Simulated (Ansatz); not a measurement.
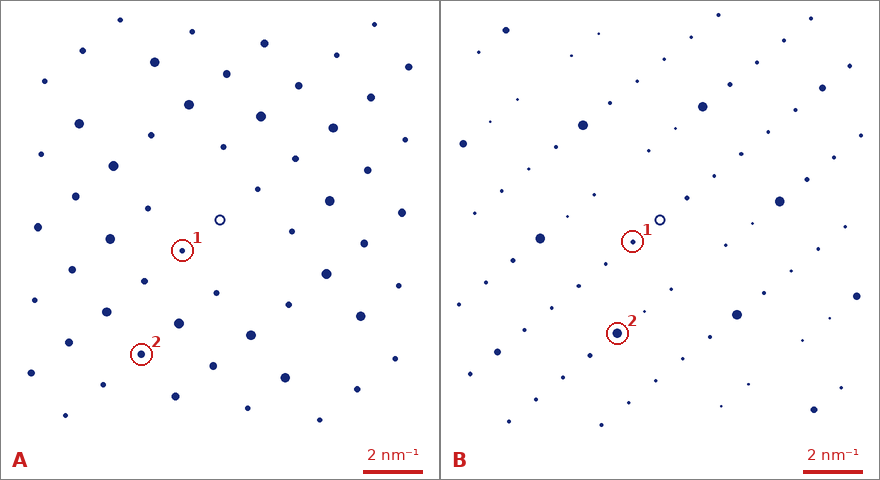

Kinematic electron diffraction patterns (200 kV, B = 0.5 Å², same scale) along [100] of the run's own cell, for the start and the end of one relaxation of Cd2W with Ansatz 0.2.0, DFT, PAW plane waves, pbe. k mesh 6×6×4. The start is a generated model structure, and the relaxation ends in the nearest stationary point of its symmetry, not necessarily the ground state. Spot 1 is 0 -1 0 and spot 2 is 0 -3 -1 in both.

Start structure:

```yaml
crystal:
  lattice:
    - [3.40056, 0.00000, 0.00000]
    - [1.70028, -5.99544, 0.00000]
    - [0.00000, 0.00000, -5.34351]
  atoms:
    - { symbol: Cd, position: [0.42990, 0.14020, 0.88330] }
    - { symbol: Cd, position: [0.57010, 0.85980, 0.38330] }
    - { symbol: Cd, position: [0.29800, 0.40400, 0.19970] }
    - { symbol: Cd, position: [0.70200, 0.59600, 0.69970] }
    - { symbol: W, position: [0.09314, 0.81372, 0.00000] }
    - { symbol: W, position: [0.90686, 0.18628, 0.50000] }
```

Which pattern belongs to the start structure, and which to the relaxed one?

A is the start: its cell gives d(1) = 5.995 Å, d(2) = 1.872 Å and an angle of 20.5°. B is the relaxed structure, with d(1) = 8.351 Å (+39.3 %), d(2) = 2.404 Å (+28.4 %) and 30.3°.

Name reflections whose intensity changes strongly on relaxation.

0 1 -3 goes from 97 to 0.084 % of the strongest spot; 0 2 -1 goes from 100 to 0.16 % of the strongest spot; 0 1 -2 goes from 95 to 1.5 % of the strongest spot.

What did the relaxation do to the structure and the energy?

The volume changed by +4.7 % to 19.02 Å³ an atom; with the mean shift removed, the atoms moved by up to 1.10 Å relative to the cell (W most); the space group went from Cmc2_1 (No. 36) to Cmcm (No. 63); the free energy fell by 1300 meV an atom. Relaxed cell: a = 2.864 Å, b = 8.473 Å, c = 4.770 Å, α = 90.00°, β = 90.00°, γ = 80.27°.
